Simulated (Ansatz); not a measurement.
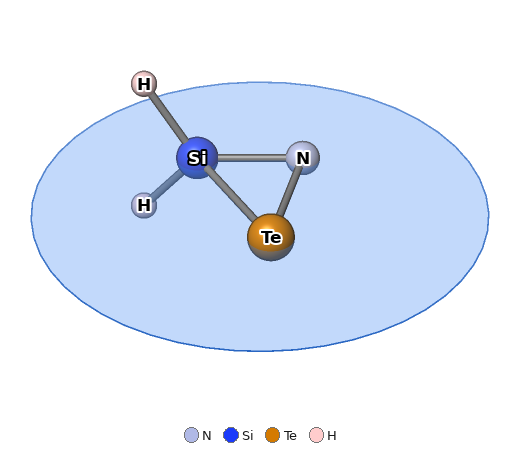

All proper rotation axes (lines) and mirror planes (discs) of the structure are drawn in. Distant atoms are faded towards the background colour. The species has charge −1 and is a spin singlet. Computed geometry: PBE0-D4/def2-TZVPD optimisation. No frequency run is at hand to confirm it as a minimum.

Name the symmetry elements and the point group.

It has 1 mirror plane. Point group Cs. The group has 2 operations. The geometry is achiral, and symmetry allows a dipole moment.
